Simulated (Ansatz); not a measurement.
# Elastic response of glassy Na2MgSi3O8 (126 atoms), part 2 of 3

Aim: relax glassy Na2MgSi3O8 (126 atoms), then change its volume and shape to read moduli from the stress.

Ansatz 0.2.0; Kohn-Sham DFT, PBE, PAW (set soft_2), plane waves.

The cell: 9 Mg, 18 Na, 72 O and 27 Si. The quench rate of 20 K/ps is many orders above laboratory rates. The network of bonds at the start is that of the classical potential that made the cell. Only the Γ point is sampled.

So far. Step 2 (Single point at the start): The r.m.s. force at the start is 1.4 eV/Å. Step 3 (Cell and atoms relaxed): The relaxation converged after 18 steps, with a largest force component of 0.038 eV/Å.

### Step 4. Single point at the relaxed geometry

One more single point at the end of the walk gives the fuller output and checks the residual forces.

input.yaml

```yaml
crystal:
  lattice:
    - [11.6516, 0.17601, 0.12958]
    - [0.17601, 11.91195, 0.10622]
    - [0.12958, 0.10622, 12.00594]
  atoms:
    - { symbol: Mg, position: [0.92536, 0.19348, 0.21412] }
    - { symbol: Mg, position: [0.09494, 0.32472, 0.91649] }
    - { symbol: Mg, position: [0.86104, 0.10556, 0.0205] }
    - { symbol: Mg, position: [0.04712, 0.44273, 0.43908] }
    - { symbol: Mg, position: [0.74831, 0.5758, 0.92732] }
    - { symbol: Mg, position: [0.13441, 0.00486, 0.08452] }
    [... 114 atom lines left out ...]
    - { symbol: Si, position: [0.66288, 0.66532, 0.3462] }
    - { symbol: Si, position: [0.6075, 0.39629, 0.36117] }
    - { symbol: Si, position: [0.40073, 0.63327, 0.58945] }
    - { symbol: Si, position: [0.7024, 0.90674, 0.02493] }
    - { symbol: Si, position: [0.68501, 0.07385, 0.22019] }
    - { symbol: Si, position: [0.05779, 0.39122, 0.15596] }
kpoints:
  mp_grid: { grid: [1, 1, 1] }
hamiltonian:
  xc: pbe
scf:
  occupations: { method: fixed }
output:
  forces: true
  stress: true
  populations: true
  dos:
    method: { smearing: { sigma: 0.08 } }
    de: 0.1
    projected: { site_lists: { Mg: [Mg], Na: [Na], O: [O], Si: [Si] } }
  eigenvalues: true
  write_density: true
  write_potential: true
  volumetric_format: npy
  elf: true
```

Command:

```
$ ansatz run input.yaml --threads 4 --pin off --max-ram 8192MiB --backend cpu --events-out ev --progress --plain --runs-dir out
```

Numbers of over 12 decimals in the logs are rounded to 6 here.

The log of the run:

```text
[...]
Crystal: 126 atoms, lattice volume = 1665.645 Å³
Basis set: ecut = 420 eV, 32555 PW (Γ), exchange–correlation on 160×160×162 points (8 copies of the dense FFT grid, shifted against one another)
Bands: 522, of which v1, the nominal top of the filled ones, is band 396 counted from 1 (395 counted from 0)
Symmetry: 1 space group operations
[...]
k-points: 1
[...]
SCF iter   1: F=—  HF=-102229.676466 eV  |F-HF|=—  |Δ(HF+E_count)|=         —  Δρ=1.68e-3  dr2=5.76e-2  ethr=1.77e-3  ⟨swp⟩=5.0  Hψ=1780  notcnv=0  defer=123
[...]
SCF iter   9: F=-102229.678316 eV  HF=-102229.678316 eV  |F-HF|=2.29e-8  |Δ(HF+E_count)|=   1.14e-7  Δρ=1.62e-6  dr2=4.42e-8  ethr=1.26e-11  ⟨swp⟩=19.0  Hψ=4807  notcnv=0
SCF 1 converged in 9 iterations: F = -102229.678316 eV  dr2 = 4.42e-8
[...]
SCF converged after 9 iterations
Free energy (F): -102229.678316 eV
[...]
Internal energy: -102229.678316 eV  (E = F + TS)
E sigma→0 (E₀):  -102229.678316 eV
Fermi energy:    3.889627 eV
[...]
--- Forces (eV/Å), atoms counted from 1 ---
  atom   1  Mg     0.01863770     0.00445377     0.01042546
  atom   2  Mg     0.00725063    -0.00581689    -0.00331284
  atom   3  Mg     0.00220819    -0.00428219    -0.01461182
  atom   4  Mg     0.00061768    -0.00300077     0.00429892
  atom   5  Mg    -0.00154422     0.00236144    -0.00329959
  atom   6  Mg     0.00109356     0.00412525    -0.01180840
  atom   7  Mg     0.00018328    -0.01395313    -0.00045582
  atom   8  Mg    -0.00397042    -0.00560007     0.00231749
  atom   9  Mg    -0.00845511    -0.00918490     0.01166733
  atom  10  Na     0.00012690     0.00092175     0.00065344
  atom  11  Na    -0.00407595    -0.00348365     0.00202761
  atom  12  Na     0.00087316    -0.00385729     0.00791455
  atom  13  Na     0.00171188     0.00151429     0.00062247
  atom  14  Na    -0.00141995    -0.00114889    -0.00715507
[...]
atom 125  Si    -0.01141124    -0.00679250     0.00088789
  atom 126  Si    -0.00137128     0.00601644     0.00453977
  max |Σ_I F_I| component: 8.81e-5 eV/Å
--- Stress (GPa, compression-positive) ---
        0.003756      -0.005565       0.014760
       -0.005566       0.010554       0.000869
        0.014760       0.000871       0.015789
  P = ⅓ Tr σ = 0.0100 GPa (0.100 kbar)
--- Band table (eV) ---
[...]
--- Löwdin populations: 126 sites ---
  site symbol       q [e]
     0     Mg      8.3866
     1     Mg      8.3691
     2     Mg      8.3916
[...]
125     Si      2.4245
  spilling = 0.009755 (of n_electrons = 792.000000)
```

Elapsed: 45 s, on 4 threads of Arm Neoverse V1, shared host; peak memory 2.5 GiB.

Read from the output:

```yaml
free_energy: -102229.6783 eV
free_energy_per_atom: -811.3467 eV/atom
scf_cycles: 9
pressure: 0.01003 GPa
r_m_s_force_component: 0.00773 eV/Å
longest_force: 0.03999 eV/Å
fermi_energy: 3.89 eV
spacing_of_highest_filled_and_lowest_empty_level: 3.307 eV
spilling_of_the_projection: 0.009755
```

Löwdin charges by element and coordination (they lack the spilled electrons, 0.061 e an atom on average):

```
element  coordination  atoms  mean charge (e)  spread   least    most
     Mg           all      9             1.63  0.0123    1.61    1.65
     Mg             4      7             1.62  0.0098    1.61    1.64
     Mg             5      2             1.64  0.0035    1.64    1.65
     Na           all     18            0.790  0.0139   0.765   0.814
     Na             3      2            0.796  0.0178   0.778   0.814
     Na             4      8            0.791   0.014   0.767   0.809
     Na             5      6            0.786  0.0134   0.765   0.806
     Na             6      1            0.791       0   0.791   0.791
     Na             7      1            0.795       0   0.795   0.795
      O           all     72           -0.916   0.117   -1.38  -0.781
      O             2     15           -0.813  0.0515  -1.000  -0.781
      O             3     31           -0.893  0.0923   -1.04  -0.792
      O             4     26            -1.00   0.108   -1.38  -0.799
     Si           all     27             1.66  0.0547    1.55    1.75
```

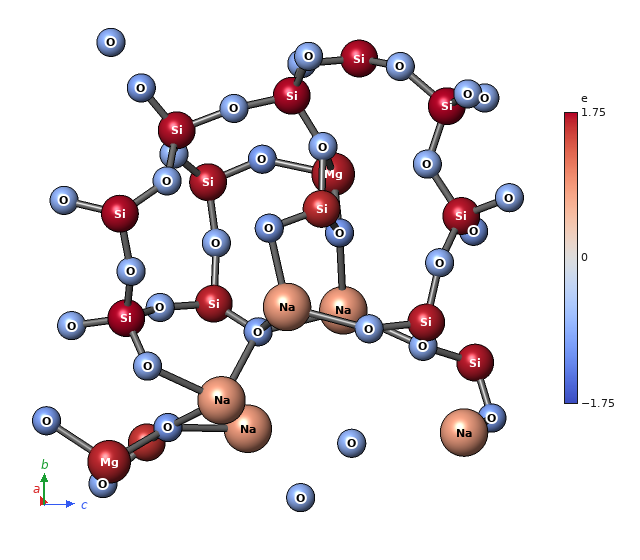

Atoms coloured by Löwdin charge. Drawn is a slice 4 Å thick, seen along the normal of the bc plane. Bonds to atoms that aren't drawn are left out.

Density of states as counts of states in windows of 1 eV (from the Fermi level), total and the larger projections:

```
from (eV)  to (eV)  total   O p  Si p
      -10       -9   11.0   7.3   0.7
       -9       -8   13.4   9.1   1.2
       -8       -7   19.0  13.7   2.7
       -7       -6   26.5  20.3   4.9
       -6       -5   18.2  13.9   2.0
       -5       -4   59.5  48.2   5.7
       -4       -3   76.2  66.9   4.0
       -3       -2   79.7  73.9   2.2
       -2       -1   85.3  81.0   1.6
       -1        0   40.1  38.6   0.5
        0        1    1.0   1.0   0.0
        1        3    0.0   0.0   0.0
        3        4    2.0   0.0   0.0
        4        5    7.4   0.8   0.4
```

The curve was stored every 0.10 eV, coarse against its broadening of 0.08 eV, so these counts are rough.

With fixed occupations the program's Fermi level is the highest filled level; weight inside the gap is the broadening of levels at its edges.

Between -26 and -10 eV lie 254 more states.

About 109 of the 792 electrons lie in deeper levels, below the stored range.

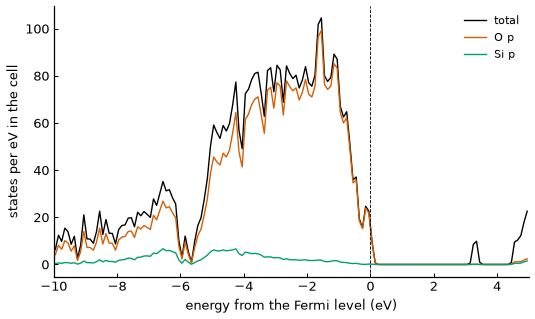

Total and projected density of states, with the broadening of the input.

The levels nearest the highest filled one (over half full), pooled over k-points and spins:

```
level less the highest filled one (eV)  occupation
                                -0.442           2
                                -0.414           2
                                -0.277           2
                                -0.138           2
                                -0.105           2
                                     0           2
                                  3.31           0
                                  4.60           0
                                  4.78           0
                                  4.91           0
                                  4.97           0
                                  5.17           0
```

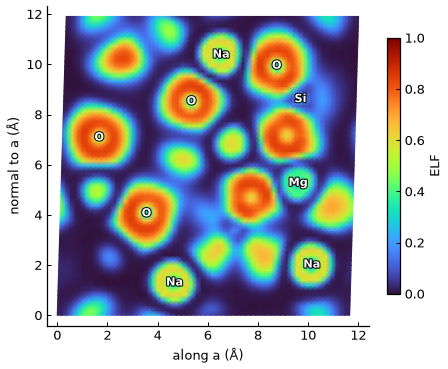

ELF in the ab plane at fractional z = 0.455, with atoms of Mg and Na and O and Si within 0.2 Å of it. It is the smooth field of the valence electrons, not physical close to the nuclei. The map starts off the cell's origin, so that atoms lie inside it.

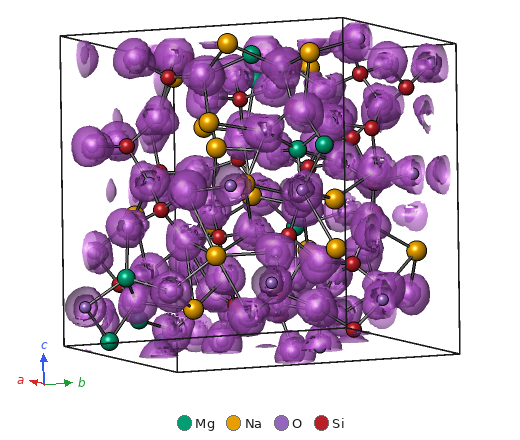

Surface of ELF = 0.79.

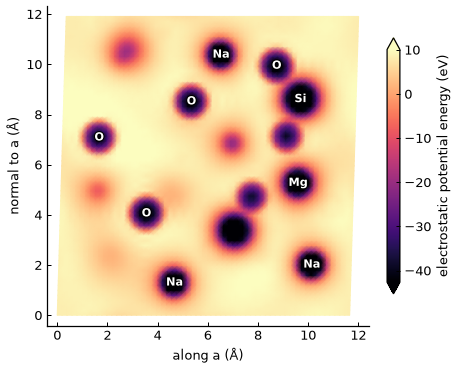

Electrostatic potential energy in the ab plane at fractional z = 0.455, with atoms of Mg and Na and O and Si within 0.2 Å of it. With pseudopotentials it is smooth inside the atoms' cores, unlike the true potential. The map starts off the cell's origin, so that atoms lie inside it.

Between filled and empty levels lie 3.31 eV (at Γ alone); a semilocal functional tends to put such gaps too low. In a disordered cell it changes from sample to sample, and tail or defect levels can set it. Mean Löwdin charges: Mg +1.63, Na +0.79, O -0.92, Si +1.66 e (they miss 0.98 % of the electrons, so they add up to more than the cell's charge).

### Step 5. Volume -3 %

The relaxed cell is scaled evenly and the atoms are relaxed again; the stress at the end gives one point of P(V).

input.yaml, the sections that differ from step 4:

```yaml
crystal:
  lattice:
    - [11.5339, 0.17423, 0.12827]
    - [0.17423, 11.79162, 0.10515]
    - [0.12827, 0.10515, 11.88466]
  atoms:
    [... the 126 atom lines of step 4 ...]
output:
  forces: true
  eigenvalues: true
  stress: true
relax:
  f_tol: 0.05
  max_steps: 70
# kpoints, hamiltonian, scf: as in step 4
```

The log of the run:

```text
Warning: output.stress: scf.convergence.dr2_threshold = 1e-7 eV (the SCF's general default) is looser than the 1.08e-8 eV advised for a printed stress (1e-10 eV for each atom of the cell: 126, of which 108 are counted). What an SCF threshold leaves in a stress goes as its square root, and in the free energy as the threshold itself, and one threshold admits the most on a small cell: [...]
[...]
Crystal: 126 atoms, lattice volume = 1615.676 Å³
Basis set: ecut = 420 eV, 31571 PW (Γ), exchange–correlation on 160×160×160 points (8 copies of the dense FFT grid, shifted against one another)
Bands: 522, of which v1, the nominal top of the filled ones, is band 396 counted from 1 (395 counted from 0)
Symmetry: 1 space group operations
[...]
k-points: 1
[...]
SCF iter   1: F=—  HF=-102229.009437 eV  |F-HF|=—  |Δ(HF+E_count)|=         —  Δρ=1.77e-3  dr2=6.43e-2  ethr=1.77e-3  ⟨swp⟩=5.0  Hψ=1781  notcnv=0  defer=123
[...]
SCF iter   5: F=—  HF=-102229.004857 eV  |F-HF|=—  |Δ(HF+E_count)|=   7.72e-5  Δρ=8.38e-5  dr2=1.01e-4  ethr=4.43e-8  ⟨swp⟩=2.0  Hψ=801  notcnv=0  defer=124
SCF iter   6: F=-102229.004860 eV  HF=-102229.004865 eV  |F-HF|=5.28e-6  |Δ(HF+E_count)|=   8.29e-6  Δρ=3.61e-5  dr2=1.82e-5  ethr=7.89e-9  ⟨swp⟩=14.0  Hψ=3217  notcnv=0
SCF 1 converged in 6 iterations: F = -102229.004860 eV  dr2 = 1.82e-5
[...]
relax step   1: F+E_penalty+E_count = -102229.00485962 eV  Δ(F+E_penalty+E_count) = +0.000e0 eV  max|allowed force component| = 5.898e-1 eV/Å  Δτ_max = 0.0000 Å  (6 SCF iters, dr2 threshold 6.25e-5 eV, accepted)
[...]
relax step   2: F+E_penalty+E_count = -102229.22561155 eV  Δ(F+E_penalty+E_count) = -2.208e-1 eV  max|allowed force component| = 3.126e-1 eV/Å  Δτ_max = 0.0351 Å  (6 SCF iters, dr2 threshold 2.17e-5 eV, accepted)
[...]
relax step   3: F+E_penalty+E_count = -102229.36978503 eV  Δ(F+E_penalty+E_count) = -1.442e-1 eV  max|allowed force component| = 1.095e-1 eV/Å  Δτ_max = 0.0464 Å  (7 SCF iters, dr2 threshold 6.11e-6 eV, accepted)
relax step   4: F+E_penalty+E_count = -102229.39236382 eV  Δ(F+E_penalty+E_count) = -2.258e-2 eV  max|allowed force component| = 3.918e-1 eV/Å  Δτ_max = 0.1004 Å  (9 SCF iters, accepted)
relax step   5: F+E_penalty+E_count = -102229.41146289 eV  Δ(F+E_penalty+E_count) = -1.910e-2 eV  max|allowed force component| = 6.762e-2 eV/Å  Δτ_max = 0.0284 Å  (5 SCF iters, dr2 threshold 1.88e-5 eV, accepted)
relax step   6: F+E_penalty+E_count = -102229.42531400 eV  Δ(F+E_penalty+E_count) = -1.385e-2 eV  max|allowed force component| = 9.536e-2 eV/Å  Δτ_max = 0.2000 Å  (10 SCF iters, accepted)
relax step   7: F+E_penalty+E_count = -102229.43670451 eV  Δ(F+E_penalty+E_count) = -1.139e-2 eV  max|allowed force component| = 9.539e-2 eV/Å  Δτ_max = 0.2000 Å  (9 SCF iters, accepted)
relax step   8: F+E_penalty+E_count = -102229.44279050 eV  Δ(F+E_penalty+E_count) = -6.086e-3 eV  max|allowed force component| = 3.630e-2 eV/Å  Δτ_max = 0.0385 Å  (6 SCF iters, dr2 threshold 9.10e-6 eV, accepted)
[...]
relax step   9: F+E_penalty+E_count = -102229.44279116 eV  Δ(F+E_penalty+E_count) = -6.567e-7 eV  max|allowed force component| = 3.645e-2 eV/Å  Δτ_max = 0.0000 Å  (4 SCF iters, accepted)
SCF converged after 4 iterations
Free energy (F): -102229.442791 eV
[...]
Internal energy: -102229.442791 eV  (E = F + TS)
E sigma→0 (E₀):  -102229.442791 eV
Fermi energy:    4.155570 eV
[...]
Σ components = -102229.442791   (vs F -102229.442791, Δ=0.00e0)
--- Forces (eV/Å), atoms counted from 1 ---
  atom   1  Mg    -0.03644948    -0.02118019     0.01494278
  atom   2  Mg    -0.01849109    -0.00343732    -0.02049588
  atom   3  Mg     0.01031882    -0.01974033    -0.00821258
  atom   4  Mg    -0.02012453     0.00347435     0.01161980
[...]
atom 126  Si     0.00795385     0.00803625     0.01778760
  max |Σ_I F_I| component: 3.59e-5 eV/Å
--- Stress (GPa, compression-positive) ---
        1.590733       0.010695       0.114703
        0.010693       1.572006       0.021003
        0.114703       0.021005       1.481003
  P = ⅓ Tr σ = 1.5479 GPa (15.479 kbar)
--- Band table (eV) ---
[...]
--- Relaxed structure (9 steps of the walk, 9 accepted, 0 SCFs on fresh bases) ---
  F+E_penalty+E_count = -102229.44279116 eV   max|allowed force component| = 3.645e-2 eV/Å
  atoms:
    - { symbol: Mg, position: [0.930418, 0.196725, 0.209432] }
    - { symbol: Mg, position: [0.093965, 0.325709, 0.916746] }
    - { symbol: Mg, position: [0.858104, 0.106210, 0.019658] }
    - { symbol: Mg, position: [0.046067, 0.445058, 0.437303] }
[...]
- { symbol: Si, position: [0.057820, 0.394566, 0.155641] }
```

It took 4.4 min on 4 threads; peak memory 2.4 GiB; 17 min of CPU time.

The program notes that the SCF threshold is loose for the stress.

The relaxation converged after 9 steps, 0.438 eV below its start, with a largest force component of 0.036 eV/Å.

Volume -3 %: the energy stands 0.236 eV above that of the reference, at a pressure of 1.55 GPa.

### Step 6. Volume +3 %

The relaxed cell is scaled to another volume.

Input and log are left out; they have the form of those shown for this kind of step.

The job ended after 5.1 min (4 threads of Arm Neoverse V1, shared host; peak memory 2.6 GiB).

The relaxation converged after 9 steps, 0.372 eV below its start, with a largest force component of 0.018 eV/Å.

Volume +3 %: the energy stands 0.222 eV above that of the reference, at a pressure of -1.45 GPa.

### Step 7. Volume -6 %

The relaxed cell is scaled to another volume.

input.yaml, the sections that differ from step 5:

```yaml
crystal:
  lattice:
    - [11.41375, 0.17242, 0.12693]
    - [0.17242, 11.66878, 0.10405]
    - [0.12693, 0.10405, 11.76085]
  atoms:
    [... the 126 atom lines of step 4 ...]
# kpoints, hamiltonian, scf, output, relax: as in step 5
```

The log of the run:

```text
[...]
Crystal: 126 atoms, lattice volume = 1565.707 Å³
Basis set: ecut = 420 eV, 30609 PW (Γ), exchange–correlation on 160×160×160 points (8 copies of the dense FFT grid, shifted against one another)
Bands: 522, of which v1, the nominal top of the filled ones, is band 396 counted from 1 (395 counted from 0)
Symmetry: 1 space group operations
[...]
k-points: 1
[...]
SCF iter   1: F=—  HF=-102226.855403 eV  |F-HF|=—  |Δ(HF+E_count)|=         —  Δρ=1.89e-3  dr2=7.25e-2  ethr=1.77e-3  ⟨swp⟩=5.0  Hψ=1783  notcnv=0  defer=123
[...]
SCF iter   5: F=—  HF=-102226.844803 eV  |F-HF|=—  |Δ(HF+E_count)|=   7.82e-5  Δρ=8.76e-5  dr2=1.04e-4  ethr=4.50e-8  ⟨swp⟩=2.0  Hψ=801  notcnv=0  defer=124
SCF iter   6: F=-102226.844804 eV  HF=-102226.844809 eV  |F-HF|=4.66e-6  |Δ(HF+E_count)|=   5.79e-6  Δρ=3.55e-5  dr2=1.70e-5  ethr=7.89e-9  ⟨swp⟩=14.0  Hψ=3255  notcnv=0
SCF 1 converged in 6 iterations: F = -102226.844804 eV  dr2 = 1.70e-5
[...]
relax step   1: F+E_penalty+E_count = -102226.84480428 eV  Δ(F+E_penalty+E_count) = +0.000e0 eV  max|allowed force component| = 1.243e0 eV/Å  Δτ_max = 0.0000 Å  (6 SCF iters, dr2 threshold 6.25e-5 eV, accepted)
[...]
relax step   2: F+E_penalty+E_count = -102227.76295533 eV  Δ(F+E_penalty+E_count) = -9.182e-1 eV  max|allowed force component| = 6.508e-1 eV/Å  Δτ_max = 0.0657 Å  (6 SCF iters, dr2 threshold 9.66e-5 eV, accepted)
[...]
relax step   3: F+E_penalty+E_count = -102228.37470663 eV  Δ(F+E_penalty+E_count) = -6.118e-1 eV  max|allowed force component| = 2.347e-1 eV/Å  Δτ_max = 0.0932 Å  (7 SCF iters, dr2 threshold 2.65e-5 eV, accepted)
relax step   4: F+E_penalty+E_count = -102228.52015860 eV  Δ(F+E_penalty+E_count) = -1.455e-1 eV  max|allowed force component| = 4.288e-1 eV/Å  Δτ_max = 0.2000 Å  (7 SCF iters, dr2 threshold 7.16e-6 eV, accepted)
relax step   5: F+E_penalty+E_count = -102228.56840314 eV  Δ(F+E_penalty+E_count) = -4.824e-2 eV  max|allowed force component| = 1.793e-1 eV/Å  Δτ_max = 0.0523 Å  (6 SCF iters, dr2 threshold 2.39e-5 eV, accepted)
relax step   6: F+E_penalty+E_count = -102228.62823801 eV  Δ(F+E_penalty+E_count) = -5.983e-2 eV  max|allowed force component| = 9.920e-2 eV/Å  Δτ_max = 0.2000 Å  (7 SCF iters, dr2 threshold 5.62e-6 eV, accepted)
relax step   7: F+E_penalty+E_count = -102228.66751853 eV  Δ(F+E_penalty+E_count) = -3.928e-2 eV  max|allowed force component| = 1.104e-1 eV/Å  Δτ_max = 0.1819 Å  (10 SCF iters, accepted)
relax step   8: F+E_penalty+E_count = -102228.68465485 eV  Δ(F+E_penalty+E_count) = -1.714e-2 eV  max|allowed force component| = 3.669e-2 eV/Å  Δτ_max = 0.0655 Å  (7 SCF iters, dr2 threshold 3.73e-6 eV, accepted)
[...]
relax step   9: F+E_penalty+E_count = -102228.68465511 eV  Δ(F+E_penalty+E_count) = -2.562e-7 eV  max|allowed force component| = 3.670e-2 eV/Å  Δτ_max = 0.0000 Å  (4 SCF iters, accepted)
SCF converged after 4 iterations
Free energy (F): -102228.684655 eV
[...]
Internal energy: -102228.684655 eV  (E = F + TS)
E sigma→0 (E₀):  -102228.684655 eV
Fermi energy:    4.516139 eV
[...]
Σ components = -102228.684655   (vs F -102228.684655, Δ=0.00e0)
--- Forces (eV/Å), atoms counted from 1 ---
  atom   1  Mg    -0.00735567     0.00194199    -0.02921451
  atom   2  Mg    -0.00847821     0.02974277     0.00518612
  atom   3  Mg     0.00182176    -0.00886230     0.00583952
  atom   4  Mg     0.00597215     0.00804286     0.00304125
[...]
atom 126  Si     0.00278882    -0.01222992    -0.00617597
  max |Σ_I F_I| component: 5.56e-5 eV/Å
--- Stress (GPa, compression-positive) ---
        3.507211      -0.009964       0.378441
       -0.009966       3.344754      -0.013136
        0.378441      -0.013135       3.147449
  P = ⅓ Tr σ = 3.3331 GPa (33.331 kbar)
--- Band table (eV) ---
[...]
--- Relaxed structure (9 steps of the walk, 9 accepted, 0 SCFs on fresh bases) ---
  F+E_penalty+E_count = -102228.68465511 eV   max|allowed force component| = 3.670e-2 eV/Å
  atoms:
    - { symbol: Mg, position: [0.930823, 0.199699, 0.204746] }
    - { symbol: Mg, position: [0.091903, 0.327310, 0.914188] }
    - { symbol: Mg, position: [0.852061, 0.109121, 0.016819] }
    - { symbol: Mg, position: [0.045139, 0.446780, 0.435787] }
[...]
- { symbol: Si, position: [0.057578, 0.397708, 0.154826] }
```

It took 4.4 min on 4 threads; peak memory 2.4 GiB.

The relaxation converged after 9 steps, 1.84 eV below its start, with a largest force component of 0.037 eV/Å.

Volume -6 %: the energy stands 0.994 eV above that of the reference, at a pressure of 3.33 GPa.

### Step 8. Volume +6 %

The relaxed cell is scaled to another volume.

Input and log are left out; they have the form of those shown for this kind of step.

Run time: 4.1 min. Hardware: 4 threads of Arm Neoverse V1, shared host; peak memory 2.6 GiB; 16 min of CPU time.

The relaxation converged after 7 steps, 1.41 eV below its start, with a largest force component of 0.018 eV/Å.

Volume +6 %: the energy stands 0.881 eV above that of the reference, at a pressure of -2.68 GPa.

### Step 9. Volume -10 %

The relaxed cell is scaled to another volume.

Input and log are left out; they have the form of those shown for this kind of step.

Wall time 5.5 min (4 threads of Arm Neoverse V1, shared host); peak memory 2.3 GiB.

The relaxation converged after 11 steps, 5.58 eV below its start, with a largest force component of 0.024 eV/Å.

Volume -10 %: the energy stands 2.89 eV above that of the reference, at a pressure of 5.89 GPa.

(Part 2 of 3 ends here.)

[Logs are printed without paths, hosts, clocks, repeated set-up lines and the standing remarks that a program may print on its own settings, such as how far it seeks lower states.]

[Hosts, paths, dates, database ids (printed as entryN), source tags and the programs' standing remarks are cut or masked in the printed files.]
